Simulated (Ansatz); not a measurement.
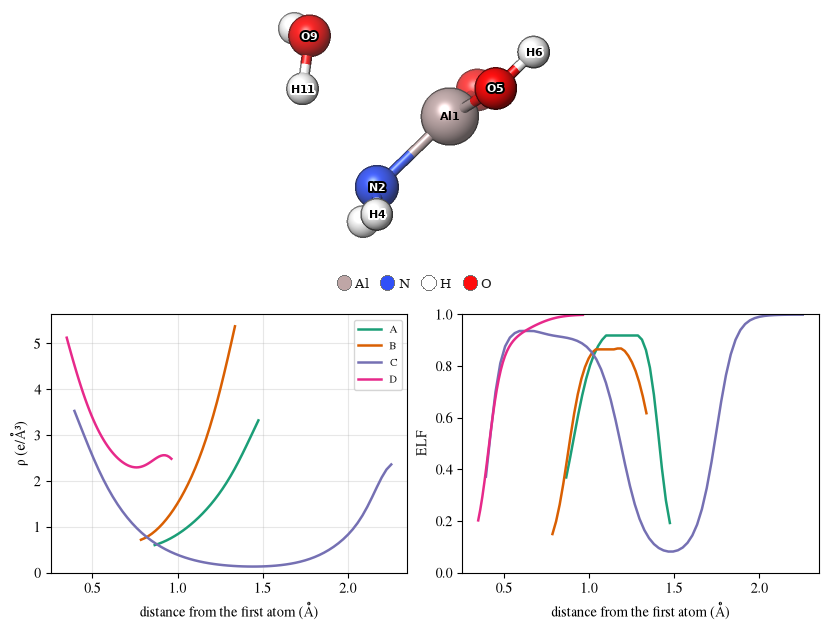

Figure. AlH4NO2···H2O. Total electron density and ELF along straight lines between neighbouring atoms. The curves leave out the atomic cores. The structure is drawn too.

Not at a stationary point (largest force 1.6 eV/Å).

Method: RKS CAM-B3LYP-D4/6-31G* in Ansatz 0.2.0.

```xyz
11

Al    0.0962   -0.3401    0.2094
N    -0.0527   -0.1306    2.0646
H    -0.8718   -0.4638    2.5577
H     0.7723   -0.3144    2.6236
O     1.6678   -0.4264   -0.4281
H     1.7932   -0.5298   -1.3792
O    -1.2633   -0.6446   -0.7736
H    -2.1411   -0.7916   -0.4034
O    -0.3185    2.5562    0.6886
H    -1.2681    2.7097    0.5762
H    -0.2501    2.0533    1.5378
```

Question: Which curve belongs to which contact (Al–N, Al–O, N–H and O–H)? The first atom named is at distance zero.

Answer: Curve A: Al–N (1.87 Å): the density is about 0.7 e/Å³ at the midpoint; the ELF peaks at about 0.90 between the atoms (a shared but strongly polarised pair). Curve B: Al–O (1.70 Å): the density is about 0.85 e/Å³ at the midpoint; the ELF peaks at about 0.85 in the valence shell of O, 0.5 Å from its nucleus, and is about 0.35 at the midpoint. Curve C: N2···H11 (2.26 Å): the density falls to about 0.13 e/Å³ on the way; the ELF dips to about 0.10 between them (by its geometry a hydrogen bond between the two molecules, with no shared pair). Curve D: O–H (0.96 Å): ρ at the midpoint is about 3.5 e/Å³; the ELF climbs to about 1 towards the hydrogen, as it does in any bond to H (a covalent bond by its length).
